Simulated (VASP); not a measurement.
Band structure of Si (space group I4_1/amd). Computed with LDA (Ceperley-Alder, Perdew-Zunger), VASP's LDA PAW potentials (set 64) (plane waves; VASP).

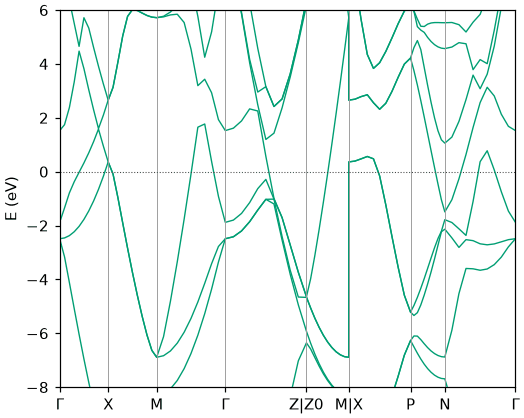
Figure. Bands along high-symmetry lines, zero at the valence-band maximum or, without a gap, the Fermi level

### Question
Read the plot: is there a gap, and where are the band edges?

### Answer
It has no gap at this level: it comes out as a metal or semimetal. (Edges off the drawn lines would not show.)

The structure comes from a computed database's Si entry (I4_1/amd); how it stands against other phases isn't given here. It was relaxed first.
